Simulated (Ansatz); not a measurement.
# A computed series for Ti3Al: pressure series

Start from Ti3Al (space group P6_3/mmc, No. 194).

```
CELL_PARAMETERS angstrom
      5.74737     0.00000     0.00000
     -2.87369     4.97737     0.00000
      0.00000     0.00000     4.63190
ATOMIC_POSITIONS crystal
  Ti 0.82982 0.65964 0.25000
  Ti 0.17018 0.82982 0.75000
  Ti 0.34036 0.17018 0.25000
  Ti 0.17018 0.34036 0.75000
  Ti 0.82982 0.17018 0.25000
  Ti 0.65964 0.82982 0.75000
  Al 0.33333 0.66667 0.25000
  Al 0.66667 0.33333 0.75000
```

Cell and atoms are relaxed at each pressure.

Level of theory: r2SCAN/PAW in Ansatz (a program for electronic structure), without spin-orbit coupling, earlier PAW set.

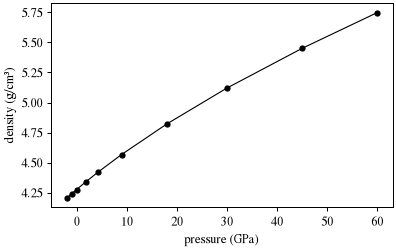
Fig. 1. Density against pressure

```csv
pressure (GPa),density
-2,4.20 g/cm³
-1,4.24 g/cm³
1.8,4.34 g/cm³
4.2,4.42 g/cm³
9,4.57 g/cm³
18,4.82 g/cm³
30,5.12 g/cm³
45,5.45 g/cm³
60,5.75 g/cm³
```

Load acts through the strain it causes; cell and atoms are relaxed under it. No phonon test of stability was made. Competing high-pressure phases were not computed. All final runs are without spin polarisation.
